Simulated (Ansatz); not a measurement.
**Geometry relaxation of C7H7F6GaO2 (part 3 of 3)**

Continued. System: C7H7F6GaO2 (GaMe2(hfac)). Method: RKS PBE-D4/def2-SVP (Ansatz 0.2.0). The geometry: GFN2-xTB start.

Geometry of the input (Å):
```
Ga 1.4374  -0.0477  1.1487
C  0.6801  0.0037  3.0367
H  -0.0324  0.8279  3.1183
H  1.4524  0.1364  3.7946
H  0.1536  -0.9318  3.2395
C  3.1312  -0.1431  0.0257
H  3.0924  -1.0265  -0.6158
H  4.0339  -0.1972  0.6344
H  3.1930  0.7446  -0.6080
O  0.3009  1.3559  0.1310
C  -0.6746  1.2268  -0.6362
C  -1.2901  2.5334  -1.1878
F  -0.5108  3.5871  -0.9627
F  -2.4778  2.7800  -0.6153
F  -1.5050  2.4647  -2.5082
C  -1.2885  0.0460  -1.0417
C  -0.8052  -1.1726  -0.5753
C  -1.5475  -2.4288  -1.0868
F  -1.0952  -3.5436  -0.5209
F  -1.4096  -2.5642  -2.4135
F  -2.8628  -2.3555  -0.8410
O  0.1548  -1.3696  0.1967
H  -2.1301  0.0740  -1.7126
```

Trajectory as extended XYZ, continued:
```
23
Properties=species:S:1:pos:R:3:forces:R:3 step=21 energy=-80085.07921
Ga    1.3240   -0.0625    1.0581   -0.0021   0.0037   0.0021
C     0.7219   -0.0013    2.9280   -0.0118   0.0175   0.0833
H    -0.3833    0.1013    2.9720    0.1013  -0.0120   0.0092
H     1.1782    0.8602    3.4630   -0.0545  -0.0952  -0.0508
H     1.0122   -0.9324    3.4611   -0.0350   0.0887  -0.0391
C     3.0467   -0.1558    0.1157    0.1442   0.0098  -0.1172
H     2.9211   -0.6782   -0.8615    0.0431   0.1135   0.2016
H     3.8155   -0.6965    0.7135   -0.1255   0.0987  -0.1238
H     3.4178    0.8776   -0.0843   -0.0546  -0.2226   0.0388
O     0.3034    1.4095    0.1221   -0.0070   0.0096  -0.0014
C    -0.7093    1.2566   -0.6308   -0.0033  -0.0081   0.0175
C    -1.3056    2.5904   -1.1309   -0.0468   0.0433  -0.0271
F    -0.3438    3.3484   -1.6893   -0.0676  -0.0403   0.0288
F    -1.8314    3.2681   -0.0879    0.0392  -0.0400  -0.0811
F    -2.2836    2.4025   -2.0462    0.0737   0.0278   0.0744
C    -1.3208    0.0502   -1.0189    0.0064   0.0169  -0.0226
C    -0.8393   -1.2048   -0.6005   -0.0303  -0.0107   0.0459
C    -1.5191   -2.4755   -1.1592   -0.0163  -0.0866  -0.0544
F    -1.6241   -3.4175   -0.2044   -0.0099   0.1318  -0.1558
F    -0.7686   -2.9728   -2.1719   -0.1192   0.0493   0.1526
F    -2.7560   -2.2138   -1.6440    0.1578  -0.0679   0.0568
O     0.1357   -1.4437    0.1779    0.0148  -0.0181  -0.0373
H    -2.1913    0.0900   -1.6818    0.0036  -0.0089  -0.0002
23
Properties=species:S:1:pos:R:3:forces:R:3 step=22 energy=-80085.08320
Ga    1.3233   -0.0603    1.0590    0.0013  -0.0007  -0.0004
C     0.7243    0.0001    2.9299   -0.0048   0.0021   0.0278
H    -0.3788    0.1011    2.9777    0.0328  -0.0038   0.0014
H     1.1790    0.8593    3.4644   -0.0156  -0.0282  -0.0167
H     1.0150   -0.9290    3.4621   -0.0115   0.0301  -0.0136
C     3.0459   -0.1574    0.1158    0.0407   0.0108  -0.0360
H     2.9195   -0.6703   -0.8603    0.0100   0.0318   0.0553
H     3.8097   -0.7043    0.7060   -0.0388   0.0257  -0.0336
H     3.4246    0.8688   -0.0779   -0.0156  -0.0657   0.0157
O     0.3010    1.4114    0.1239   -0.0106   0.0050   0.0058
C    -0.7105    1.2571   -0.6304    0.0106  -0.0071  -0.0065
C    -1.3072    2.5894   -1.1339   -0.0194   0.0188  -0.0035
F    -0.3447    3.3505   -1.6846   -0.0301  -0.0179   0.0083
F    -1.8414    3.2640   -0.0946    0.0181  -0.0126  -0.0341
F    -2.2775    2.4001   -2.0548    0.0298   0.0124   0.0311
C    -1.3195    0.0503   -1.0201   -0.0083   0.0077   0.0119
C    -0.8418   -1.2043   -0.5957    0.0102   0.0029  -0.0188
C    -1.5195   -2.4740   -1.1586   -0.0016  -0.0262  -0.0181
F    -1.6164   -3.4203   -0.2116   -0.0118   0.0384  -0.0457
F    -0.7741   -2.9617   -2.1763   -0.0414   0.0174   0.0623
F    -2.7577   -2.2152   -1.6347    0.0525  -0.0259   0.0129
O     0.1352   -1.4434    0.1800    0.0035  -0.0103  -0.0082
H    -2.1884    0.0883   -1.6853    0.0002  -0.0046   0.0026
23
Properties=species:S:1:pos:R:3:forces:R:3 step=24 energy=-80085.08318 accepted=F
Ga    1.3256   -0.0585    1.0503   -0.0014   0.0006   0.0000
C     0.7233   -0.0013    2.9202   -0.0093   0.0033   0.0372
H    -0.3844    0.0311    2.9665    0.0439   0.0000   0.0023
H     1.1224    0.8979    3.4339   -0.0190  -0.0406  -0.0183
H     1.0719   -0.8977    3.4737   -0.0163   0.0368  -0.0186
C     3.0511   -0.1481    0.1134    0.2406   0.0183  -0.1293
H     2.8981   -0.4891   -0.9403    0.0737   0.1033   0.3020
H     3.7521   -0.8550    0.6223   -0.1840   0.2055  -0.1712
H     3.5264    0.8655    0.0934   -0.1269  -0.3268  -0.0046
O     0.2977    1.4142    0.1221   -0.0168  -0.0040   0.0164
C    -0.7178    1.2573   -0.6261    0.0331   0.0085  -0.0394
C    -1.3143    2.5890   -1.1328   -0.0007   0.0117   0.0178
F    -0.3610    3.3232   -1.7346   -0.0165  -0.0157   0.0067
F    -1.7976    3.2925   -0.0890    0.0074  -0.0023  -0.0140
F    -2.3201    2.3980   -2.0126    0.0006   0.0029   0.0019
C    -1.3233    0.0492   -1.0172   -0.0124  -0.0143   0.0164
C    -0.8371   -1.2053   -0.6022    0.0087  -0.0044  -0.0160
C    -1.5185   -2.4789   -1.1507   -0.0040  -0.0514  -0.0239
F    -1.7014   -3.3763   -0.1665    0.0030   0.0603  -0.0757
F    -0.7278   -3.0358   -2.0958   -0.0695   0.0310   0.0793
F    -2.7186   -2.2112   -1.7125    0.0710  -0.0314   0.0240
O     0.1485   -1.4451    0.1627   -0.0006   0.0050   0.0021
H    -2.1953    0.0844   -1.6781   -0.0044   0.0037   0.0049
23
Properties=species:S:1:pos:R:3:forces:R:3 step=26 energy=-80085.08849
Ga    1.3266   -0.0591    1.0458    0.0052  -0.0043   0.0148
C     0.7221   -0.0081    2.9164    0.0031  -0.0104  -0.0427
H    -0.3829    0.0477    2.9617   -0.0134   0.0014   0.0043
H     1.1394    0.8773    3.4350    0.0045   0.0142   0.0160
H     1.0506   -0.9143    3.4622    0.0052  -0.0130   0.0106
C     3.0540   -0.1413    0.1116    0.0400  -0.0104   0.0013
H     2.9034   -0.4922   -0.9309    0.0383   0.0361   0.0719
H     3.7525   -0.8364    0.6249   -0.0481   0.0681  -0.0692
H     3.5207    0.8668    0.0835   -0.0226  -0.0907  -0.0077
O     0.2909    1.4158    0.1307    0.0172  -0.0056  -0.0341
C    -0.7198    1.2588   -0.6237   -0.0379   0.0382   0.0438
C    -1.3168    2.5912   -1.1297    0.0181   0.0204  -0.0171
F    -0.3655    3.3147   -1.7499   -0.0350  -0.0244   0.0208
F    -1.7812    3.3060   -0.0852    0.0108  -0.0200  -0.0296
F    -2.3350    2.4009   -1.9963    0.0175   0.0048   0.0283
C    -1.3280    0.0510   -1.0106   -0.0245  -0.0398  -0.0265
C    -0.8315   -1.2041   -0.6110    0.0172  -0.0321   0.0144
C    -1.5146   -2.4796   -1.1524   -0.0431  -0.0754  -0.0091
F    -1.7426   -3.3484   -0.1489    0.0206   0.0845  -0.1247
F    -0.7028   -3.0723   -2.0562   -0.0924   0.0383   0.0922
F    -2.6941   -2.2114   -1.7580    0.1136  -0.0329   0.0451
O     0.1646   -1.4477    0.1402   -0.0244   0.0420  -0.0014
H    -2.2101    0.0847   -1.6592    0.0301   0.0109  -0.0014
23
Properties=species:S:1:pos:R:3:forces:R:3 step=27 energy=-80085.08993
Ga    1.3275   -0.0578    1.0468    0.0008  -0.0075   0.0020
C     0.7220   -0.0089    2.9166    0.0042   0.0049  -0.0078
H    -0.3835    0.0469    2.9619    0.0033  -0.0006  -0.0001
H     1.1390    0.8756    3.4386   -0.0036  -0.0050   0.0042
H     1.0501   -0.9165    3.4614   -0.0004   0.0017  -0.0014
C     3.0548   -0.1403    0.1118    0.0420   0.0003  -0.0211
H     2.9073   -0.4810   -0.9341    0.0177   0.0277   0.0624
H     3.7537   -0.8398    0.6162   -0.0393   0.0442  -0.0401
H     3.5259    0.8654    0.0900   -0.0259  -0.0695   0.0005
O     0.2940    1.4151    0.1252   -0.0097  -0.0014   0.0091
C    -0.7220    1.2585   -0.6221    0.0230   0.0128  -0.0306
C    -1.3180    2.5902   -1.1295    0.0019   0.0042   0.0085
F    -0.3676    3.3128   -1.7502   -0.0157  -0.0115   0.0067
F    -1.7822    3.3054   -0.0856    0.0045  -0.0024  -0.0107
F    -2.3367    2.3991   -1.9948    0.0037   0.0038   0.0092
C    -1.3268    0.0501   -1.0135   -0.0065  -0.0185  -0.0103
C    -0.8324   -1.2043   -0.6091   -0.0031  -0.0142   0.0270
C    -1.5163   -2.4795   -1.1500   -0.0088  -0.0377  -0.0162
F    -1.7441   -3.3483   -0.1491    0.0066   0.0430  -0.0576
F    -0.7067   -3.0720   -2.0542   -0.0454   0.0158   0.0486
F    -2.6943   -2.2095   -1.7546    0.0514  -0.0194   0.0181
O     0.1575   -1.4454    0.1504   -0.0053   0.0217  -0.0108
H    -2.2011    0.0841   -1.6719    0.0043   0.0078   0.0105
23
Properties=species:S:1:pos:R:3:forces:R:3 step=29 energy=-80085.09011 accepted=F
Ga    1.3288   -0.0532    1.0404   -0.0043   0.0038  -0.0009
C     0.7271   -0.0217    2.9103   -0.0022  -0.0053   0.0098
H    -0.3782    0.0299    2.9574   -0.0070  -0.0001   0.0009
H     1.1413    0.8566    3.4441    0.0035   0.0065   0.0000
H     1.0577   -0.9347    3.4443   -0.0001  -0.0043   0.0019
C     3.0549   -0.1183    0.1058    0.1095   0.0092  -0.0729
H     2.8995   -0.3187   -0.9774    0.0349   0.0294   0.1502
H     3.7074   -0.9158    0.5249   -0.0725   0.1029  -0.0659
H     3.5841    0.8554    0.2115   -0.0575  -0.1394  -0.0209
O     0.2844    1.4167    0.1271    0.0002   0.0072   0.0042
C    -0.7276    1.2586   -0.6250    0.0095  -0.0357  -0.0012
C    -1.3263    2.5900   -1.1260   -0.0319   0.0509  -0.0201
F    -0.3941    3.2836   -1.8078   -0.0421  -0.0262   0.0249
F    -1.7251    3.3330   -0.0746    0.0131  -0.0223  -0.0447
F    -2.3906    2.4021   -1.9372    0.0464   0.0110   0.0330
C    -1.3244    0.0482   -1.0262    0.0028   0.0110   0.0014
C    -0.8259   -1.2046   -0.6212   -0.0244  -0.0072  -0.0120
C    -1.5140   -2.4876   -1.1392   -0.0182  -0.1299  -0.0347
F    -1.8812   -3.2655   -0.0969    0.0543   0.1450  -0.2496
F    -0.6480   -3.1866   -1.9105   -0.2201   0.1315   0.1629
F    -2.6160   -2.2142   -1.8782    0.1904  -0.0994   0.1274
O     0.1649   -1.4381    0.1385    0.0152  -0.0250   0.0081
H    -2.1985    0.0851   -1.6841    0.0004  -0.0138  -0.0019
23
Properties=species:S:1:pos:R:3:forces:R:3 step=31 energy=-80085.09202 accepted=F
Ga    1.3282   -0.0514    1.0421   -0.0007   0.0061  -0.0025
C     0.7289   -0.0231    2.9128   -0.0031  -0.0024   0.0211
H    -0.3763    0.0349    2.9605   -0.0013  -0.0002   0.0011
H     1.1486    0.8495    3.4521    0.0009  -0.0010  -0.0078
H     1.0537   -0.9416    3.4418   -0.0024   0.0026  -0.0029
C     3.0527   -0.1139    0.1043    0.0960   0.0073  -0.0776
H     2.8955   -0.2815   -0.9836    0.0228   0.0195   0.1297
H     3.6958   -0.9303    0.4983   -0.0603   0.0816  -0.0444
H     3.5955    0.8481    0.2350   -0.0490  -0.1080  -0.0152
O     0.2834    1.4175    0.1274    0.0057   0.0050  -0.0081
C    -0.7247    1.2578   -0.6298   -0.0161  -0.0337   0.0334
C    -1.3272    2.5885   -1.1286   -0.0254   0.0331  -0.0203
F    -0.3994    3.2823   -1.8150   -0.0193  -0.0085   0.0106
F    -1.7221    3.3317   -0.0764    0.0101  -0.0163  -0.0287
F    -2.3947    2.3990   -1.9346    0.0311   0.0060   0.0203
C    -1.3193    0.0468   -1.0323    0.0017   0.0226   0.0217
C    -0.8251   -1.2051   -0.6199   -0.0128   0.0060  -0.0302
C    -1.5137   -2.4880   -1.1364   -0.0103  -0.1001  -0.0251
F    -1.8971   -3.2552   -0.0943    0.0367   0.0986  -0.1757
F    -0.6450   -3.1975   -1.8918   -0.1622   0.1062   0.1204
F    -2.6046   -2.2147   -1.8892    0.1336  -0.0747   0.0946
O     0.1622   -1.4370    0.1449    0.0194  -0.0338   0.0053
H    -2.1953    0.0834   -1.6873    0.0049  -0.0159  -0.0197
23
Properties=species:S:1:pos:R:3:forces:R:3 step=32 energy=-80085.07980 accepted=F
Ga    1.3302   -0.0579    1.0396    0.0289   0.0212   0.0362
C     0.7310   -0.0184    2.9137   -0.0099  -0.0256  -0.0343
H    -0.3746    0.0362    2.9575   -0.0001  -0.0003   0.0076
H     1.1462    0.8597    3.4463    0.0102   0.0126  -0.0024
H     1.0575   -0.9319    3.4493    0.0001  -0.0032   0.0049
C     3.0607   -0.1212    0.1000   -0.4236  -0.0464   0.2580
H     2.8846   -0.3291   -0.9643    0.0364  -0.0408  -0.2850
H     3.6962   -0.9115    0.5279    0.1746  -0.1454   0.0380
H     3.5709    0.8467    0.2057    0.1754   0.2251  -0.0126
O     0.2840    1.4172    0.1334   -0.0256   0.0201   0.0688
C    -0.7318    1.2593   -0.6128    0.1806   0.0343  -0.2774
C    -1.3261    2.5906   -1.1298   -0.0355  -0.0657   0.1034
F    -0.3892    3.2880   -1.7976    0.0119  -0.0302   0.0029
F    -1.7435    3.3307   -0.0858   -0.0200   0.0609   0.0310
F    -2.3761    2.3963   -1.9550   -0.0102  -0.0014  -0.0142
C    -1.3068    0.0484   -1.0387   -0.1948  -0.0439   0.1002
C    -0.8166   -1.2059   -0.6311   -0.0402  -0.0010   0.1794
C    -1.5114   -2.4880   -1.1433    0.0043   0.3365   0.0400
F    -1.8538   -3.2680   -0.1084   -0.0326  -0.1329   0.1117
F    -0.6635   -3.1627   -1.9332    0.1322  -0.2069  -0.1528
F    -2.6254   -2.2140   -1.8528   -0.0768  -0.0019  -0.0637
O     0.1612   -1.4453    0.1461    0.0373   0.0240  -0.0752
H    -2.2037    0.0806   -1.6670    0.0775   0.0107  -0.0643
23
Properties=species:S:1:pos:R:3:forces:R:3 step=34 energy=-80085.09418
Ga    1.3271   -0.0527    1.0443    0.0003   0.0018   0.0026
C     0.7293   -0.0228    2.9165   -0.0001  -0.0011  -0.0010
H    -0.3760    0.0333    2.9658    0.0006   0.0000  -0.0001
H     1.1484    0.8534    3.4502    0.0003   0.0000   0.0003
H     1.0572   -0.9384    3.4481    0.0001   0.0003  -0.0001
C     3.0506   -0.1162    0.1029    0.0170  -0.0004  -0.0089
H     2.8919   -0.3027   -0.9780    0.0043   0.0065   0.0219
H     3.6981   -0.9203    0.5074   -0.0125   0.0165  -0.0121
H     3.5870    0.8481    0.2163   -0.0078  -0.0213  -0.0020
O     0.2805    1.4188    0.1343   -0.0057  -0.0008   0.0060
C    -0.7279    1.2586   -0.6223    0.0135   0.0021  -0.0167
C    -1.3265    2.5888   -1.1301   -0.0027   0.0011   0.0040
F    -0.3931    3.2807   -1.8100   -0.0046  -0.0047   0.0027
F    -1.7304    3.3346   -0.0840    0.0005   0.0013  -0.0027
F    -2.3860    2.3966   -1.9445    0.0023   0.0013   0.0014
C    -1.3203    0.0476   -1.0261   -0.0029  -0.0010  -0.0001
C    -0.8242   -1.2047   -0.6184   -0.0041  -0.0036   0.0111
C    -1.5130   -2.4854   -1.1391   -0.0007  -0.0114  -0.0063
F    -1.8797   -3.2642   -0.1046    0.0037   0.0153  -0.0229
F    -0.6532   -3.1797   -1.9109   -0.0178   0.0067   0.0147
F    -2.6127   -2.2130   -1.8742    0.0180  -0.0094   0.0109
O     0.1640   -1.4409    0.1450   -0.0015   0.0002  -0.0046
H    -2.1910    0.0804   -1.6888   -0.0001   0.0007   0.0016
```

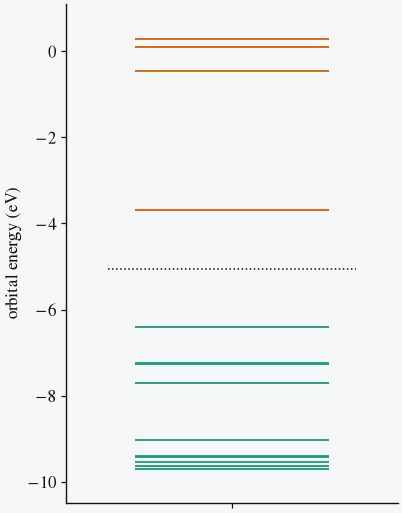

Orbital energies near the frontier; the dotted line parts filled from empty levels, and levels within 0.02 eV of each other stand side by side. Highest filled −6.41 eV, lowest empty −3.69 eV, 2.72 eV apart.

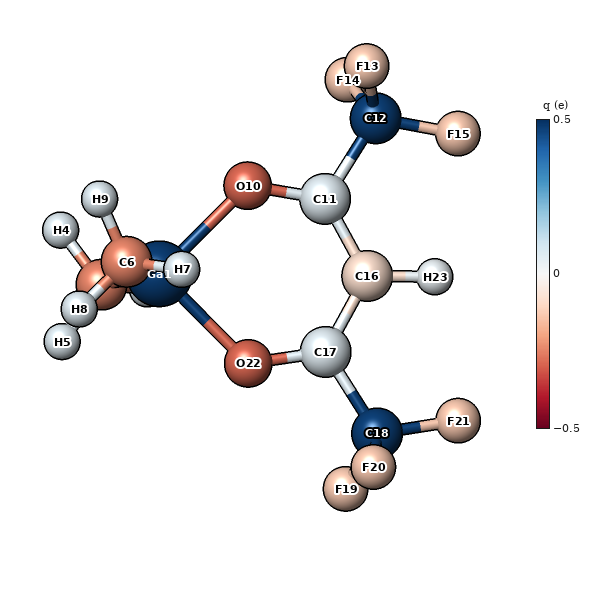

Mulliken charges, as the colour of each atom (ball-and-stick view, seen on its broad side; atoms are numbered from 1 in the order of the input). By element: Ga +0.47, C −0.25 to +0.47, H +0.03 to +0.06, O −0.29 and F −0.13 e.
